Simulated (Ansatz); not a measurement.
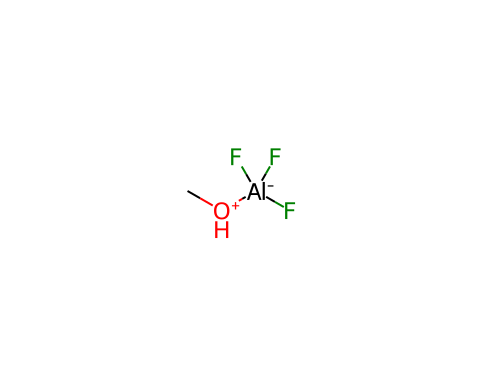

The drawing above gives the connectivity. Computed geometry: PBE-D4/def2-SVP optimisation. No frequency run is at hand to confirm it as a minimum.

What does the molecule look like in three dimensions?

It has 10 atoms: 1 carbon, 4 hydrogen, 1 aluminium, 3 fluorine and 1 oxygen (CH₄AlF₃O). As SMILES it reads `C[OH+][Al-]([F])([F])[F]`. The point group is C1. Coordination, clear cases only: 1 C tetrahedral; 1 Al tetrahedral.

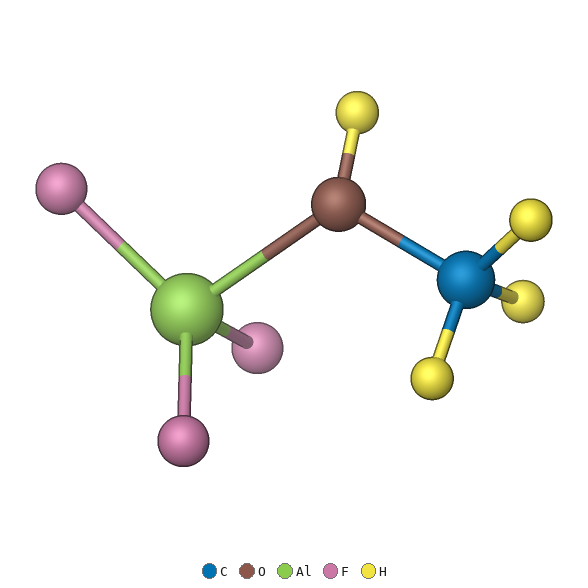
